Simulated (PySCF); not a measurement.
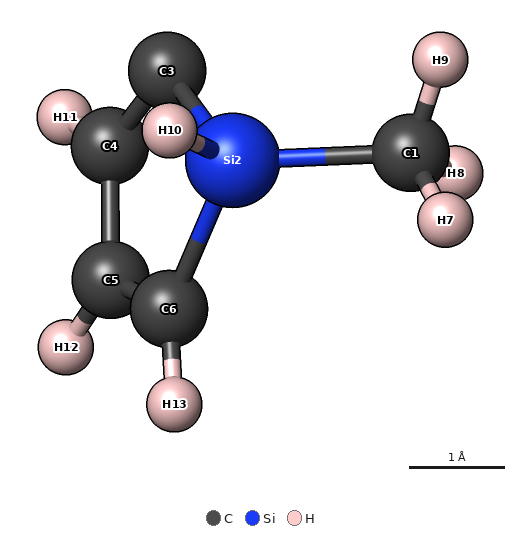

*The structure (ball-and-stick view, seen at a tilt; atoms are numbered from 1 in the order of the input).*

Bond lengths as drawn: C–C 1.32 to 1.47 Å, C–H 1.08 to 1.09 Å, C–Si 1.88 to 1.90 Å and H–Si 1.47 Å.

## EPR calculation of C5H7Si

The run: EPR calculation of C5H7Si, multiplicity 2. Method and program: UKS B3LYP, pcH-1 on C H Si, non-relativistic, mean-field spin-orbit, GIAO (PySCF 2.14.0).

It belongs to a series of runs on one base structure; here: H removed from sp2 C.

## Log
```
UKS, coarse grid
  cycle   1  E = -484.08665961  |g| = 3.65e-01
  cycle   2  E = -484.06483696  |g| = 4.16e-01
  cycle   3  E = -484.15225056  |g| = 6.01e-02
  cycle   4  E = -484.15326119  |g| = 4.56e-02
  cycle   5  E = -484.15447903  |g| = 7.00e-03
  cycle   6  E = -484.15454038  |g| = 3.47e-03
  cycle   7  E = -484.15457105  |g| = 2.29e-03
  cycle   8  E = -484.15458729  |g| = 1.57e-03
  cycle   9  E = -484.15459534  |g| = 1.10e-03
  cycle  10  E = -484.15459837  |g| = 4.85e-04
UKS, final grid
  cycle   1  E = -484.15459902  |g| = 5.86e-04
  cycle   2  E = -484.15459888  |g| = 9.85e-04
  cycle   3  E = -484.15459941  |g| = 1.88e-04
  cycle   4  E = -484.15459947  |g| = 1.29e-04
  cycle   5  E = -484.15459958  |g| = 5.63e-05
  cycle   6  E = -484.15459959  |g| = 1.79e-05
E = -484.15459959 Eh   <S^2> = 0.7667 (exact 0.7500)
g shifts (ppm)      1          2          3
  rmc          -157       -157       -157
  gc             34          8          9
  oz_so        -640        -25         87
  total        -763       -174        -61
hyperfine (MHz)  atom isotope    a_iso     a_fc   dipolar eigenvalues
    0   13C      -1.32      -1.32     -0.57     -0.49      1.06
    1  29Si     -76.46     -76.56    -23.03     10.56     12.47
    2   13C     362.54     362.68    -79.24    -53.22    132.46
    3   13C     -10.12     -10.13    -20.88      4.09     16.80
    4   13C      85.39      85.41     -8.24     -0.30      8.54
    5   13C      21.40      21.40    -13.15      3.07     10.08
    6    1H       0.28       0.28     -1.13     -0.92      2.05
    7    1H       0.21       0.21     -2.03     -1.73      3.76
    8    1H      -0.77      -0.77     -1.80     -1.60      3.40
    9    1H      -2.71      -2.71     -3.51     -2.67      6.18
   10    1H      82.43      82.43     -6.24     -4.84     11.08
   11    1H       7.45       7.45     -3.58     -2.72      6.30
   12    1H      10.05      10.05     -3.15      1.04      2.11
```

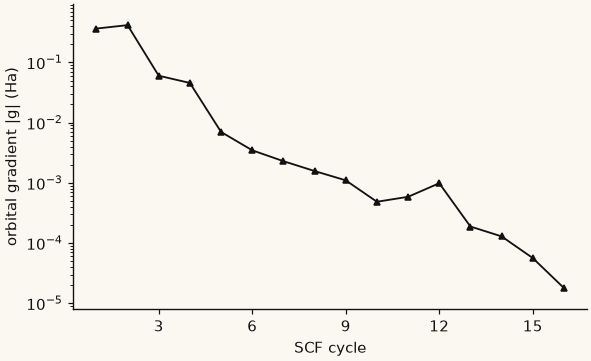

*Convergence of the self-consistent field: orbital gradient |g| against the SCF cycle.*

All cycles printed in the log are drawn one after another.

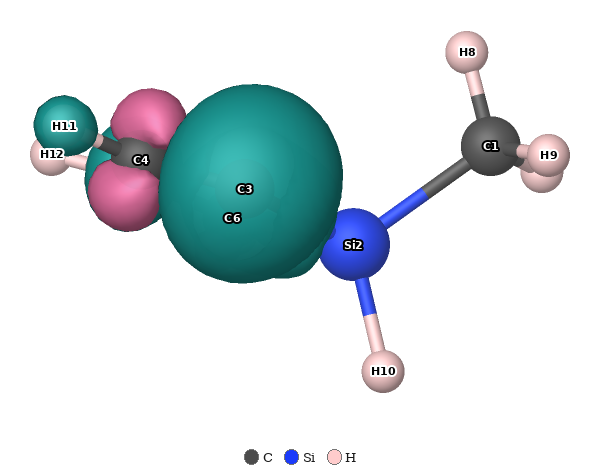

*Isosurfaces of the spin density (α minus β) at +0.03 (teal) and −0.03 e/Å³ (pink), seen from the side.*

The unpaired spin (1 electron) lies mostly on C3 (about 0.8) and Si2 (about 0.1), in electrons by Hirshfeld's partition.

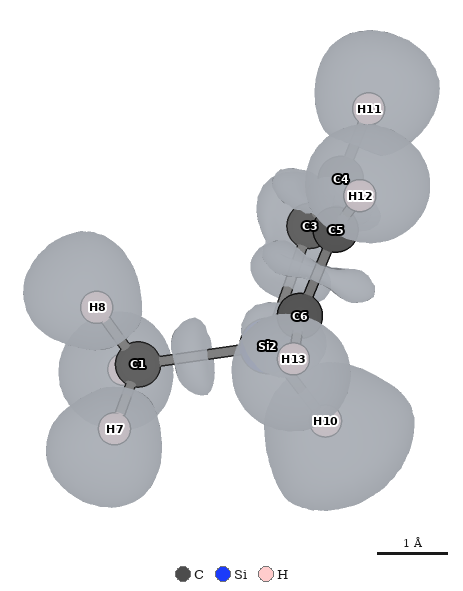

*Isosurface of the electron localisation function at 0.85 (grey), seen at an oblique angle. Core shells and regions of very low density are left out.*

Profiles from the grid: C–C (1.32 Å): the ELF peaks at about 0.95 between the atoms; a multiple bond by its length, whose ELF region spreads away from the axis. C–Si (1.88 Å): the ELF peaks at about 0.95 between the atoms, as expected for localised, shared-pair bonding.

This output came from the following input.

## The input
```
{"job": {"kind": "epr", "basis": "pcH-1"}, "charge": 0, "multiplicity": 2}
C      2.148741    -0.383782    -0.102787
Si     0.487681    -0.147881     0.781423
C     -0.291131     1.537308     0.478742
C     -1.442510     1.436605    -0.161593
C     -1.844608     0.062383    -0.492953
C     -1.004771    -0.907461    -0.114149
H      2.462925    -1.421731    -0.060486
H      2.092388    -0.089977    -1.145936
H      2.916870     0.215733     0.373455
H      0.538333    -0.510899     2.199932
H     -2.080184     2.258930    -0.448991
H     -2.776030    -0.101091    -1.018969
H     -1.212091    -1.947650    -0.305416
```

The first line tells a small driver script what to run in PySCF; the rest is the geometry in Å.

Run as:
```bash
OMP_NUM_THREADS=1 python <driver script> task.json out
```

## Summary

```csv
quantity,value
outcome,converged
total energy,−484.154600 hartree
⟨S²⟩,0.767
isotropic g,2.0020
hardware,"1 CPU thread, shared host"
wall time,42 s
peak memory,0.88 GiB
```
